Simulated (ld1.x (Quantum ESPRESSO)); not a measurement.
**Tungsten: generating and testing a TM potential**

Task: generate the file, and judge it by its errors in other configurations, its logarithmic derivatives, its ghosts and its cutoff.

Method: ld1.x (Quantum ESPRESSO) 7.5, PBEsol, scalar-relativistic.

### Step 1. Starting point

The settings as typed:

```json
{"element": "tungsten (W, Z = 74)", "type": "norm-conserving Troullier–Martins (Kleinman–Bylander form)", "frozen core": "[Xe] 4f14", "valence charge": "6", "reference configuration": "5d4 6s2 6p0", "partial waves": "6s (bound): rc 2.10 bohr; 6p (bound, empty): rc 3.75 bohr; 5d (bound): rc 2.60 bohr", "local potential": "all-electron potential smoothed inside 1.65 bohr (lloc = -2)", "core correction": "not asked for"}
```

The nodes and maxima of the atom's own shells, from an earlier all-electron run, set the scale for the radii.

All-electron outer shells of the reference configuration (PBEsol, scalar-relativistic, ld1.x):

| shell | level (eV) | outermost node (bohr) | outermost maximum (bohr) |
| --- | --- | --- | --- |
| 5p | -43.22 | 0.57 | 1.09 |
| 4f | -33.24 | – | 0.43 |
| 6s | -5.75 | 1.28 | 2.64 |
| 5d | -4.51 | 0.63 | 1.49 |
| 6p | -1.33 | 1.54 | 3.70 |

### Step 2. The generation run

Input file W.in:

```
 &input
   title='W', zed=74., rel=1, dft='PBESOL', iswitch=3,
   config='[Xe] 4f14 5d4 6s2 6p0',
   nld=3, rlderiv=4.05, eminld=-2.0, emaxld=5.0, deld=0.02
 /
 &inputp
   pseudotype=2, tm=.true., lloc=-2, rcloc=1.65,
   nlcc=.false.,
   file_pseudopw='W.UPF', file_wfcaegen='ae.wfc', file_wfcncgen='nc.wfc', file_beta='beta', file_chi='chi'
 /
3
6S  1  0   2.00   0.00  2.10  2.10  0.0
6P  2  1   0.00   0.00  3.75  3.75  0.0
5D  3  2   4.00   0.00  2.60  2.60  0.0
 &test
   configts(1)='5d4 6s2 6p0'
 /
```

Run with:

```bash
$ ld1.x < W.in > W.out
```

Output in W.out (without the banner and most projector matrices):

```text
     Program LD1 v.7.5
     --------------------------- All-electron run ----------------------------

     W
     scalar relativistic calculation

     atomic number is 74.00
     dft =PBESOL   lsd =0 sic =0 latt =0  beta=0.20 tr2=1.0E-14
     Exchange-correlation= PBESOL
                           (   1   4  10   8   0   0   0)
     mesh =1273 r(mesh) =  99.08072 a.u. xmin = -7.00 dx = 0.01250
     1 Ry =  13.60569312 eV, c = 137.03599908

     n l     nl                  e(Ry)          e(Ha)          e(eV)
     1 0     1S 1( 2.00)     -5106.1401     -2553.0700    -69472.5750
     2 0     2S 1( 2.00)      -881.3270      -440.6635    -11991.0646
     2 1     2P 1( 6.00)      -770.7920      -385.3960    -10487.1593
     3 0     3S 1( 2.00)      -202.9587      -101.4793     -2761.3933
     3 1     3P 1( 6.00)      -170.2322       -85.1161     -2316.1277
     4 0     4S 1( 2.00)       -41.8458       -20.9229      -569.3409
     4 1     4P 1( 6.00)       -31.1112       -15.5556      -423.2890
     3 2     3D 1(10.00)      -132.5923       -66.2962     -1804.0105
     5 0     5S 1( 2.00)        -5.8143        -2.9071       -79.1074
     5 1     5P 1( 6.00)        -3.1767        -1.5883       -43.2212
     4 2     4D 1(10.00)       -17.5123        -8.7561      -238.2667
     4 3     4F 1(14.00)        -2.4430        -1.2215       -33.2382
     5 2     5D 1( 4.00)        -0.3316        -0.1658        -4.5117
     6 0     6S 1( 2.00)        -0.4223        -0.2112        -5.7458
     6 1     6P 1( 0.00)        -0.0979        -0.0489        -1.3315

     final scf error:  2.3E-15 reached in  33 iterations

     Etot =  -32275.537659 Ry,  -16137.768830 Ha, -439131.060773 eV

     Ekin =   35567.121355 Ry,   17783.560677 Ha,  483915.338422 eV
     Encl =  -79818.466412 Ry,  -39909.233206 Ha,-1085985.559547 eV
     Eh   =   12611.683664 Ry,    6305.841832 Ha,  171590.697692 eV
     Exc  =    -635.876266 Ry,    -317.938133 Ha,   -8651.537340 eV

     normalization and overlap integrals

     s(1S/1S) =  1.000000  <r> =   0.0183  <r2> =    0.0005  r(max) =   0.0115
     s(2S/2S) =  1.000000  <r> =   0.0776  <r2> =    0.0071  r(max) =   0.0653
     s(2P/2P) =  1.000000  <r> =   0.0694  <r2> =    0.0059  r(max) =   0.0541
     s(3S/3S) =  1.000000  <r> =   0.2011  <r2> =    0.0462  r(max) =   0.1842
     s(3P/3P) =  1.000000  <r> =   0.2014  <r2> =    0.0470  r(max) =   0.1842
     s(4S/4S) =  1.000000  <r> =   0.4496  <r2> =    0.2282  r(max) =   0.4204
     s(4P/4P) =  1.000000  <r> =   0.4781  <r2> =    0.2601  r(max) =   0.4419
     s(3D/3D) =  1.000000  <r> =   0.1824  <r2> =    0.0390  r(max) =   0.1490
     s(5S/5S) =  1.000000  <r> =   1.0667  <r2> =    1.2791  r(max) =   0.9593
     s(5P/5P) =  1.000000  <r> =   1.2493  <r2> =    1.7719  r(max) =   1.0870
     s(4D/4D) =  1.000000  <r> =   0.5115  <r2> =    0.3032  r(max) =   0.4531
     s(4F/4F) =  1.000000  <r> =   0.6078  <r2> =    0.4646  r(max) =   0.4310
     s(5D/5D) =  1.000000  <r> =   2.0716  <r2> =    5.2601  r(max) =   1.4858
     s(6S/6S) =  1.000000  <r> =   3.1621  <r2> =   11.4190  r(max) =   2.6404
     s(6P/6P) =  1.000000  <r> =   4.7859  <r2> =   27.0086  r(max) =   3.7004

     ------------------------ End of All-electron run ------------------------

     --------------------- Generating NC pseudopotential ---------------------

      Generating local potential from pseudized AE potential:
      Matching radius rcloc =   1.6500
      Enforcing V''(0)=0 (lloc=-2)

      Local pseudo, rcloc= 1.642 Estimated cut-off energy=    11.88 Ry

      Wfc   6S  rcut= 2.108  Using Troullier-Martins method

      Wfc   6P  rcut= 3.747  Using Troullier-Martins method

      Wfc   5D  rcut= 2.575  Using Troullier-Martins method

     ------------------- End of pseudopotential generation -------------------

     [... the all-electron block is printed once more ...]


     Computing logarithmic derivative in   4.06415
     Message from routine run_pseudo:
     Warning: convergence not achieved
     Computing logarithmic derivative in   4.06415
     Computing the partial wave expansion
     R is outside the sphere for l=    0 j= 0.00
     R is outside the sphere for l=    1 j= 0.00
     R is outside the sphere for l=    2 j= 0.00

     ---------------------- Testing the pseudopotential ----------------------

     W
     scalar relativistic calculation

     atomic number is 74.00   valence charge is  6.00
     dft =PBESOL   lsd =0 sic =0 latt =0  beta=0.20 tr2=1.0E-14
     mesh =1273 r(mesh) =  99.08072 xmin = -7.00 dx = 0.01250

     n l     nl             e AE (Ry)        e PS (Ry)    De AE-PS (Ry)
     3 2     5D   1( 4.00)       -0.33160       -0.33160        0.00000
     1 0     6S   1( 2.00)       -0.42231       -0.42231       -0.00000
     2 1     6P   1( 0.00)       -0.09787       -0.09787        0.00000

     eps = 3.4E-11  iter =201

     Etot =  -32275.537659 Ry,  -16137.768830 Ha, -439131.060773 eV
     Etotps =   -14.621623 Ry,      -7.310812 Ha,    -198.937322 eV

     Ekin =      12.810333 Ry,       6.405166 Ha,     174.293456 eV
     Encl =     -37.655670 Ry,     -18.827835 Ha,    -512.331489 eV
     Ehrt =      13.451059 Ry,       6.725529 Ha,     183.010976 eV
     Ecxc =      -3.318425 Ry,      -1.659213 Ha,     -45.149478 eV
     Epseu=       0.091080 Ry,       0.045540 Ha,       1.239213 eV

     ---------------------- End of pseudopotential test ----------------------
```

Run time: 2.8 s. Hardware: 1 thread of Neoverse-V1, shared host. (Generation and the later configuration tests together.)

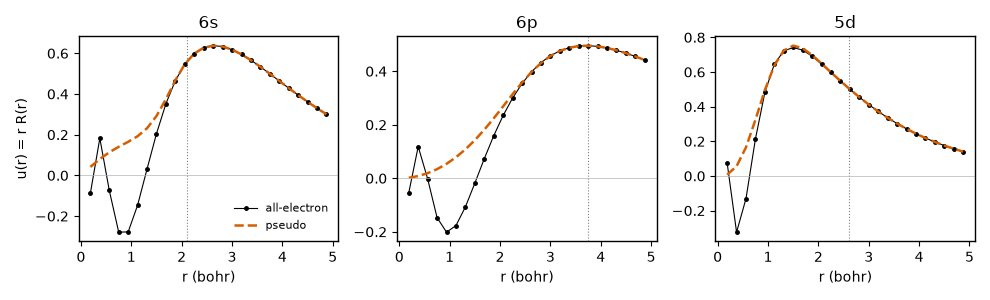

Bound waves of the atom and their pseudo partners (6s, 6p, 5d), with the matching radii dotted. The curves join 26 sampled radii, too few to resolve the innermost nodes.

### Step 3. Configuration tests

Input file W.test.in:

```
 &input
   title='W', zed=74., rel=1, dft='PBESOL', iswitch=2,
   config='[Xe] 4f14 5d4 6s2 6p0'
 /
 &test
   file_pseudo='W.UPF', nconf=8,
   configts(1)='5d4 6s2 6p0',
   configts(2)='5d4 6s1 6p0',
   configts(3)='5d4 6s0 6p0',
   configts(4)='5d3 6s0 6p0',
   configts(5)='5d5 6s0 6p0',
   configts(6)='5d4 6s0 6p1',
   configts(7)='5d2 6s0 6p0',
   configts(8)='5d4 6s0 6p2'
 /
```

Run with:

```bash
$ ld1.x < W.test.in > W.test.out
```

W.test.out, the pseudopotential blocks, each with the warnings that came before it:

```text
     Warning: convergence not achieved
     ---------------------- Testing the pseudopotential ----------------------

     W
     scalar relativistic calculation

     atomic number is 74.00   valence charge is  6.00
     dft =PBESOL   lsd =0 sic =0 latt =0  beta=0.20 tr2=1.0E-14
     mesh =1273 r(mesh) =  99.08072 xmin = -7.00 dx = 0.01250

     n l     nl             e AE (Ry)        e PS (Ry)    De AE-PS (Ry)
     3 2     5D   1( 4.00)       -0.33160       -0.33160        0.00000
     1 0     6S   1( 2.00)       -0.42231       -0.42231       -0.00000
     2 1     6P   1( 0.00)       -0.09787       -0.09787        0.00000

     eps = 6.6E-11  iter =201

     Etot =  -32275.537659 Ry,  -16137.768830 Ha, -439131.060774 eV
     Etotps =   -14.621623 Ry,      -7.310812 Ha,    -198.937322 eV

     Ekin =      12.810333 Ry,       6.405166 Ha,     174.293456 eV
     Encl =     -37.655670 Ry,     -18.827835 Ha,    -512.331489 eV
     Ehrt =      13.451059 Ry,       6.725529 Ha,     183.010976 eV
     Ecxc =      -3.318425 Ry,      -1.659213 Ha,     -45.149478 eV
     Epseu=       0.091080 Ry,       0.045540 Ha,       1.239213 eV

     ---------------------- End of pseudopotential test ----------------------

     Warning: convergence not achieved
     ---------------------- Testing the pseudopotential ----------------------

     W
     scalar relativistic calculation

     atomic number is 74.00   valence charge is  6.00
     dft =PBESOL   lsd =0 sic =0 latt =0  beta=0.20 tr2=1.0E-14
     mesh =1273 r(mesh) =  99.08072 xmin = -7.00 dx = 0.01250

     n l     nl             e AE (Ry)        e PS (Ry)    De AE-PS (Ry)
     3 2     5D   1( 4.00)       -0.86540       -0.86647        0.00106
     1 0     6S   1( 1.00)       -0.89848       -0.89858        0.00010
     2 1     6P   1( 0.00)       -0.49824       -0.50206        0.00381

     eps = 1.3E-10  iter =201

     Etot =  -32274.881712 Ry,  -16137.440856 Ha, -439122.136149 eV
     Etotps =   -13.965315 Ry,      -6.982657 Ha,    -190.007789 eV
     dEtot_ae =       0.655948 Ry
     dEtot_ps =       0.656309 Ry,   Delta E=      -0.000361 Ry

     Ekin =      13.335090 Ry,       6.667545 Ha,     181.433137 eV
     Encl =     -34.486158 Ry,     -17.243079 Ha,    -469.208077 eV
     Ehrt =      10.480213 Ry,       5.240106 Ha,     142.590558 eV
     Ecxc =      -2.930026 Ry,      -1.465013 Ha,     -39.865036 eV
     Epseu=      -0.364434 Ry,      -0.182217 Ha,      -4.958371 eV

     ---------------------- End of pseudopotential test ----------------------

     Warning: n=2, l=1 expected 0 nodes, found 1
     ---------------------- Testing the pseudopotential ----------------------

     W
     scalar relativistic calculation

     atomic number is 74.00   valence charge is  6.00
     dft =PBESOL   lsd =0 sic =0 latt =0  beta=0.20 tr2=1.0E-14
     mesh =1273 r(mesh) =  99.08072 xmin = -7.00 dx = 0.01250

     n l     nl             e AE (Ry)        e PS (Ry)    De AE-PS (Ry)
     3 2     5D   1( 4.00)       -1.46302       -1.46264       -0.00038
     1 0     6S   1( 0.00)       -1.41469       -1.40941       -0.00528  !
     2 1     6P   1( 0.00)       -0.94600       -1.00693        0.06093  !

     eps = 1.6E-15  iter =  7

     Etot =  -32273.728137 Ry,  -16136.864069 Ha, -439106.440969 eV
     Etotps =   -12.812920 Ry,      -6.406460 Ha,    -174.328662 eV
     dEtot_ae =       1.809522 Ry
     dEtot_ps =       1.808703 Ry,   Delta E=       0.000819 Ry

     Ekin =      13.854908 Ry,       6.927454 Ha,     188.505623 eV
     Encl =     -30.859990 Ry,     -15.429995 Ha,    -419.871558 eV
     Ehrt =       7.714370 Ry,       3.857185 Ha,     104.959356 eV
     Ecxc =      -2.527292 Ry,      -1.263646 Ha,     -34.385565 eV
     Epseu=      -0.994916 Ry,      -0.497458 Ha,     -13.536517 eV

     ---------------------- End of pseudopotential test ----------------------

     ---------------------- Testing the pseudopotential ----------------------

     W
     scalar relativistic calculation

     atomic number is 74.00   valence charge is  6.00
     dft =PBESOL   lsd =0 sic =0 latt =0  beta=0.20 tr2=1.0E-14
     mesh =1273 r(mesh) =  99.08072 xmin = -7.00 dx = 0.01250

     n l     nl             e AE (Ry)        e PS (Ry)    De AE-PS (Ry)
     3 2     5D   1( 3.00)       -2.28777       -2.28877        0.00099
     1 0     6S   1( 0.00)       -2.07446       -2.05999       -0.01446  !
     2 1     6P   1( 0.00)       -1.51670       -1.93586        0.41916  !

     eps = 3.1E-16  iter =  7

     Etot =  -32271.861003 Ry,  -16135.930502 Ha, -439081.037319 eV
     Etotps =   -10.944948 Ry,      -5.472474 Ha,    -148.913610 eV
     dEtot_ae =       3.676656 Ry
     dEtot_ps =       3.676675 Ry,   Delta E=      -0.000019 Ry

     Ekin =      11.523067 Ry,       5.761534 Ha,     156.779319 eV
     Encl =     -24.381405 Ry,     -12.190702 Ha,    -331.725908 eV
     Ehrt =       4.627159 Ry,       2.313580 Ha,      62.955709 eV
     Ecxc =      -1.858880 Ry,      -0.929440 Ha,     -25.291350 eV
     Epseu=      -0.854891 Ry,      -0.427445 Ha,     -11.631381 eV

     ---------------------- End of pseudopotential test ----------------------

     ---------------------- Testing the pseudopotential ----------------------

     W
     scalar relativistic calculation

     atomic number is 74.00   valence charge is  6.00
     dft =PBESOL   lsd =0 sic =0 latt =0  beta=0.20 tr2=1.0E-14
     mesh =1273 r(mesh) =  99.08072 xmin = -7.00 dx = 0.01250

     n l     nl             e AE (Ry)        e PS (Ry)    De AE-PS (Ry)
     3 2     5D   1( 5.00)       -0.74759       -0.74595       -0.00164
     1 0     6S   1( 0.00)       -0.83106       -0.82937       -0.00169
     2 1     6P   1( 0.00)       -0.45533       -0.45683        0.00150

     eps = 4.2E-18  iter =  9

     Etot =  -32274.822991 Ry,  -16137.411496 Ha, -439121.337220 eV
     Etotps =   -13.906641 Ry,      -6.953321 Ha,    -189.209494 eV
     dEtot_ae =       0.714668 Ry
     dEtot_ps =       0.714982 Ry,   Delta E=      -0.000314 Ry

     Ekin =      15.343289 Ry,       7.671645 Ha,     208.756084 eV
     Encl =     -36.183396 Ry,     -18.091698 Ha,    -492.300182 eV
     Ehrt =      11.108361 Ry,       5.554181 Ha,     151.136956 eV
     Ecxc =      -3.110373 Ry,      -1.555187 Ha,     -42.318785 eV
     Epseu=      -1.064522 Ry,      -0.532261 Ha,     -14.483566 eV

     ---------------------- End of pseudopotential test ----------------------

     ---------------------- Testing the pseudopotential ----------------------

     W
     scalar relativistic calculation

     atomic number is 74.00   valence charge is  6.00
     dft =PBESOL   lsd =0 sic =0 latt =0  beta=0.20 tr2=1.0E-14
     mesh =1273 r(mesh) =  99.08072 xmin = -7.00 dx = 0.01250

     n l     nl             e AE (Ry)        e PS (Ry)    De AE-PS (Ry)
     3 2     5D   1( 4.00)       -0.95881       -0.93163       -0.02718  !
     1 0     6S   1( 0.00)       -0.96567       -0.94798       -0.01769  !
     2 1     6P   1( 1.00)       -0.55585       -0.55019       -0.00567  !

     eps = 7.1E-15  iter = 12

     Etot =  -32274.476703 Ry,  -16137.238351 Ha, -439116.625725 eV
     Etotps =   -13.567761 Ry,      -6.783880 Ha,    -184.598792 eV
     dEtot_ae =       1.060957 Ry
     dEtot_ps =       1.053862 Ry,   Delta E=       0.007094 Ry

     Ekin =      13.709127 Ry,       6.854563 Ha,     186.522169 eV
     Encl =     -34.211768 Ry,     -17.105884 Ha,    -465.474812 eV
     Ehrt =      10.144236 Ry,       5.072118 Ha,     138.019359 eV
     Ecxc =      -2.845022 Ry,      -1.422511 Ha,     -38.708493 eV
     Epseu=      -0.364334 Ry,      -0.182167 Ha,      -4.957015 eV

     ---------------------- End of pseudopotential test ----------------------

     Warning: n=1, l=0 expected 0 nodes, found 1
     ---------------------- Testing the pseudopotential ----------------------

     W
     scalar relativistic calculation

     atomic number is 74.00   valence charge is  6.00
     dft =PBESOL   lsd =0 sic =0 latt =0  beta=0.20 tr2=1.0E-14
     mesh =1273 r(mesh) =  99.08072 xmin = -7.00 dx = 0.01250

     n l     nl             e AE (Ry)        e PS (Ry)    De AE-PS (Ry)
     3 2     5D   1( 2.00)       -3.19842       -3.19146       -0.00696  !
     1 0     6S   1( 0.00)       -2.79641       -2.79142       -0.00500
     2 1     6P   1( 0.00)       -2.15348       -2.15348        0.00000

     eps = 3.8E-17  iter =  7

     Etot =  -32269.124898 Ry,  -16134.562449 Ha, -439043.810706 eV
     Etotps =    -8.209779 Ry,      -4.104889 Ha,    -111.699732 eV
     dEtot_ae =       6.412762 Ry
     dEtot_ps =       6.411845 Ry,   Delta E=       0.000917 Ry

     Ekin =       8.386645 Ry,       4.193323 Ha,     114.106119 eV
     Encl =     -16.961403 Ry,      -8.480701 Ha,    -230.771641 eV
     Ehrt =       2.165397 Ry,       1.082699 Ha,      29.461729 eV
     Ecxc =      -1.160518 Ry,      -0.580259 Ha,     -15.789651 eV
     Epseu=      -0.639900 Ry,      -0.319950 Ha,      -8.706287 eV

     ---------------------- End of pseudopotential test ----------------------

     ---------------------- Testing the pseudopotential ----------------------

     W
     scalar relativistic calculation

     atomic number is 74.00   valence charge is  6.00
     dft =PBESOL   lsd =0 sic =0 latt =0  beta=0.20 tr2=1.0E-14
     mesh =1273 r(mesh) =  99.08072 xmin = -7.00 dx = 0.01250

     n l     nl             e AE (Ry)        e PS (Ry)    De AE-PS (Ry)
     3 2     5D   1( 4.00)       -0.52764       -0.51737       -0.01027  !
     1 0     6S   1( 0.00)       -0.56339       -0.55533       -0.00806  !
     2 1     6P   1( 2.00)       -0.20261       -0.19953       -0.00308

     eps = 6.2E-15  iter = 14

     Etot =  -32274.851296 Ry,  -16137.425648 Ha, -439121.722328 eV
     Etotps =   -13.937937 Ry,      -6.968969 Ha,    -189.635300 eV
     dEtot_ae =       0.686363 Ry
     dEtot_ps =       0.683686 Ry,   Delta E=       0.002677 Ry

     Ekin =      13.622911 Ry,       6.811455 Ha,     185.349144 eV
     Encl =     -36.498619 Ry,     -18.249309 Ha,    -496.589003 eV
     Ehrt =      12.403922 Ry,       6.201961 Ha,     168.763950 eV
     Ecxc =      -3.099230 Ry,      -1.549615 Ha,     -42.167174 eV
     Epseu=      -0.366921 Ry,      -0.183461 Ha,      -4.992218 eV

     ---------------------- End of pseudopotential test ----------------------
```

Energies count from the reference configuration 5d4 6s2 6p0; the error is all-electron less pseudo. A star marks tests that logged a warning.

| valence configuration | charge | ΔE all-electron (eV) | error AE − PS (meV) |
| --- | --- | --- | --- |
| 5d4 6s1 6p0 * | +1 | 8.925 | -4.9 |
| 5d4 6s0 6p0 * | +2 | 24.620 | +11 |
| 5d3 6s0 6p0 | +3 | 50.023 | -0.3 |
| 5d5 6s0 6p0 | +1 | 9.724 | -4.3 |
| 5d4 6s0 6p1 | +1 | 14.435 | +97 |
| 5d2 6s0 6p0 * | +4 | 87.250 | +12 |
| 5d4 6s0 6p2 | 0 | 9.338 | +36 |

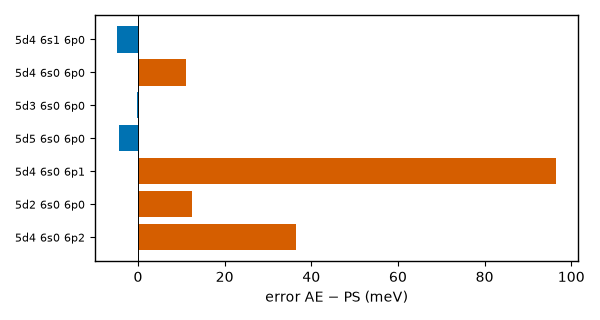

Error of the potential in each test configuration.

### Step 4. Logarithmic derivatives

Taken from the files of the generation run. The phase is arctan(r·u′/u) with u = r·R, unwrapped, with energies in Ry. A pole is an energy at which the radial function vanishes at the test radius. The pseudo phase is shifted by a multiple of π to meet the all-electron one at the reference energy. Levels narrower than the energy grid can be missing from the poles. The last column is the largest difference on the grid between −1 and +1 Ry.

| channel | radius (bohr) | reference (Ry) | poles AE | poles PS | window around the reference with phases within 0.05 rad (Ry) | largest difference near zero (rad) |
| --- | --- | --- | --- | --- | --- | --- |
| s | 4.06 | -0.42 | -0.07, 3.14 | -1.76, -0.07, 3.09 | -1.8 to 1.2 | 0.013 |
| p | 4.06 | -0.10 | 0.67, 4.15 | 0.21, 0.76, 4.21 | below 0.1 | 3.115 |
| d | 4.06 | -0.33 | -0.26, 2.05 | -0.26, 2.06 | below 3.5 | 0.011 |

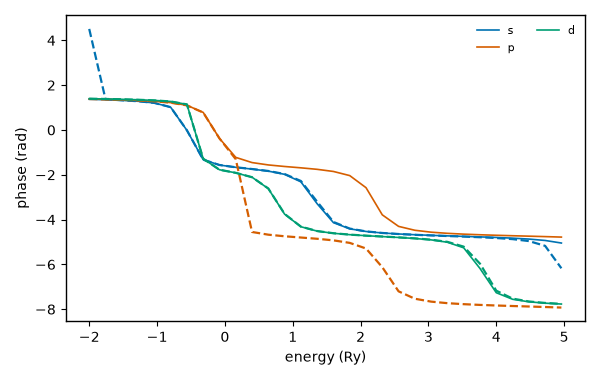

All-electron (solid) and pseudo (dashed) phases against energy.

### Step 5. Plane-wave convergence, by spherical Bessel functions

This step uses the generator's waves and projectors in a separate script. Basis: spherical Bessel functions vanishing at 20 bohr, q² up to the cutoff; potential fixed at the reference.

All-electron valence levels (Ry): 6s -0.4223, 6p -0.0979, 5d -0.3316. The lowest levels of each channel (Ry) by cutoff; the last column sums, over occupied levels, occupation times the distance from the level at 400 Ry. A positive value at high cutoff is not a bound level.

```tsv
cutoff (Ry)	s #1	s #2	p #1	d #1	f #1	Σ f·Δε (mRy)
8	-0.6204	-0.3122	-0.0978	-0.0830	0.1102	1214.5
12	-1.4450	-0.4119	-0.0978	-0.2150	0.1102	487.2
18	-1.7584	-0.4203	-0.0979	-0.3108	0.1102	87.3
30	-1.7742	-0.4214	-0.0979	-0.3314	0.1102	2.7
40	-1.7786	-0.4220	-0.0979	-0.3316	0.1102	0.8
50	-1.7788	-0.4221	-0.0979	-0.3316	0.1102	0.4
400	-1.7792	-0.4223	-0.0979	-0.3316	0.1102	0.0
```

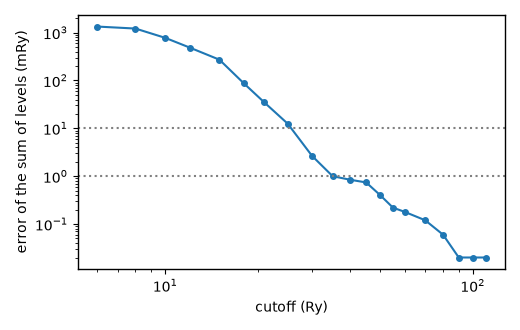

Occupation-weighted error of the valence levels against the cutoff; the dotted lines mark 10 and 1 mRy.

The sum stays within 10 mRy from 30 Ry and within 1 mRy from 40 Ry. The sum leaves out empty levels, which can need more. Ghost test: ghost state, bound below the all-electron valence or empty levels of the same l: s at -24.2 eV.

### Step 6. Results

| quantity | value |
| --- | --- |
| cutoffs for 10 and 1 mRy, occupied levels | 30 Ry and 40 Ry |
| bound ghosts | s at -24.21 eV |
| largest test error (AE − PS) | +97 meV, for 5d4 6s0 6p1 |
| largest phase difference near zero energy, channels read | 3.115 rad |

A bound ghost (s) makes it unfit for use: electrons can fall into a state that the atom doesn't have. The worst unpolarised test, 5d4 6s0 6p1, is off by 97 meV on 14.4 eV; by total energies transferability rates as fair. The potential is soft on the atom at that tolerance: the looser tolerance needs 30 Ry. Of the channels read, p scatters worst near zero energy, by up to 3.11 rad. A step near π is an extra or missing state, not a misfit of shape. The pseudo curves have poles with no partner nearby in the atom's: s at -1.76 Ry, p at 0.21 Ry. At positive energy that is a spurious or a displaced resonance. All of this concerns the isolated atom, not yet a solid.
